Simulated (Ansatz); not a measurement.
# CH₇Si₂ (charge −1): what the fields show

```yaml
atoms:
  - { symbol: Si, position_ang: [-1.1342, 0.8613, -0.7209] }
  - { symbol: C, position_ang: [-0.0800, -0.5788, -0.4915] }
  - { symbol: Si, position_ang: [1.1773, -0.7274, 0.7874] }
  - { symbol: H, position_ang: [-2.5700, 0.5519, -1.1558] }
  - { symbol: H, position_ang: [-0.7887, 1.9481, -1.7601] }
  - { symbol: H, position_ang: [-1.2809, 1.6714, 0.5520] }
  - { symbol: H, position_ang: [-0.0118, -1.2832, -1.3357] }
  - { symbol: H, position_ang: [2.6597, -0.4196, 0.4907] }
  - { symbol: H, position_ang: [1.3312, -2.1292, 1.3856] }
  - { symbol: H, position_ang: [0.8963, 0.1730, 1.9741] }
```

The highest occupied orbital lies above zero, a sign that basis and functional describe the outermost electron poorly.

Method: RKS B3LYP-D4/cc-pVDZ (Ansatz 0.2.0).

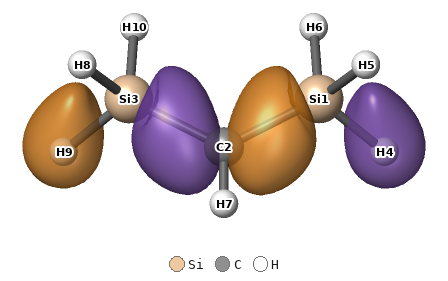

Figure 1. The HOMO−1 at ±0.15 Å⁻³ᐟ² (orange and purple are the two phases), seen at a tilt.

Where does this orbital lie, and at what energy?

It lies mainly on C2 (about 35 %), Si1 (about 20 %), Si3 (about 20 %), H4 (about 10 %) and H9 (about 10 %). Its energy is −3.22 eV.

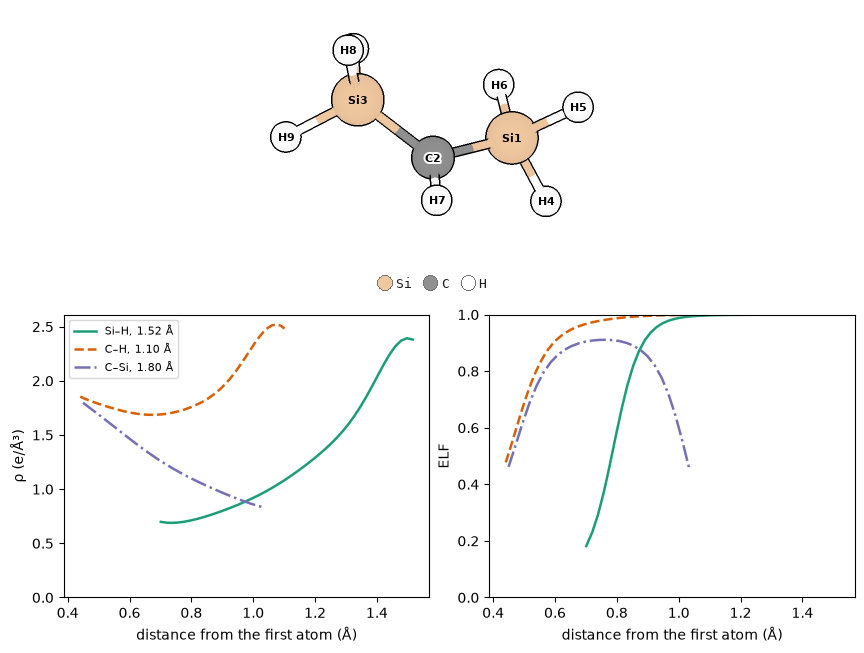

Figure 2. Total electron density and electron localisation function along straight lines between neighbouring atoms. The curves leave out the atomic cores. The structure is drawn too.

What can be read from the curves?

Si–H (1.52 Å): ρ at the midpoint is about 0.69 e/Å³; the ELF climbs to about 1 towards the hydrogen, as it does in any bond to H.
C–H (1.10 Å): the density is about 1.7 e/Å³ at the midpoint; the ELF climbs to about 1 towards the hydrogen; a covalent bond by its length.
C–Si (1.80 Å): ρ is about 0.97 e/Å³ halfway; the ELF peaks at about 0.90 between the atoms: localised, covalent bonding.

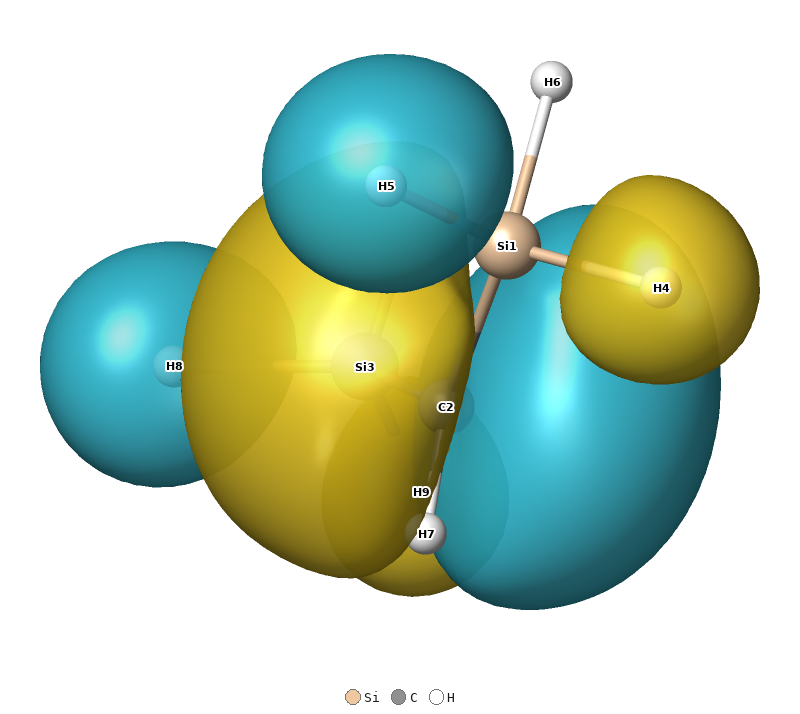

Figure 3. The HOMO at ±0.06 Å⁻³ᐟ² (yellow and cyan are the two phases), seen at an oblique angle.

Describe this orbital and give its energy.

It lies mainly on C2 (about 55 %). Its energy is 0.30 eV.
